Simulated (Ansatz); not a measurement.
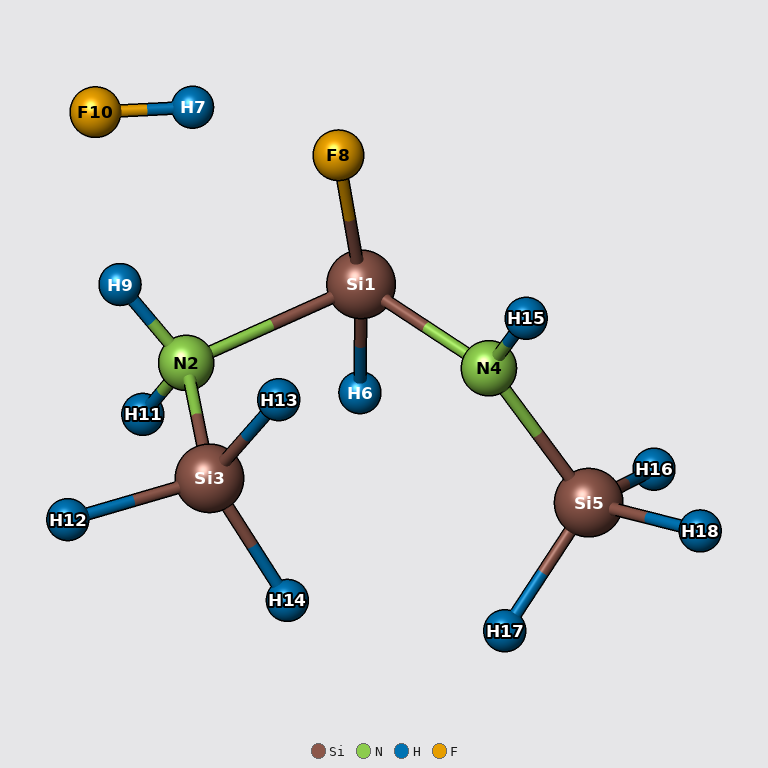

The species is neutral and a spin doublet. Sticks follow a distance rule. Harmonic vibrations computed with UKS PBE0-D4/def2-TZVP (Ansatz 0.2.0) at a stationary point of the same level.

Is this a minimum or a saddle point?

A minimum: no imaginary frequency, and the lowest mode lies at 35 cm⁻¹.

List the wavenumbers.

48 modes: 35, 49, 82, 118, 136, 139, 160, 207, 235, 250, 341, 351, 428, 521, 532, 569, 623, 682, 693, 717, 723, 761, 780, 861, 902, 908, 915, 927, 938, 949, 954, 963, 985, 1061, 1153, 1191, 1586, 1828, 2212, 2213, 2221, 2241, 2290, 2310, 3354, 3490, 3548, 3613 cm⁻¹.
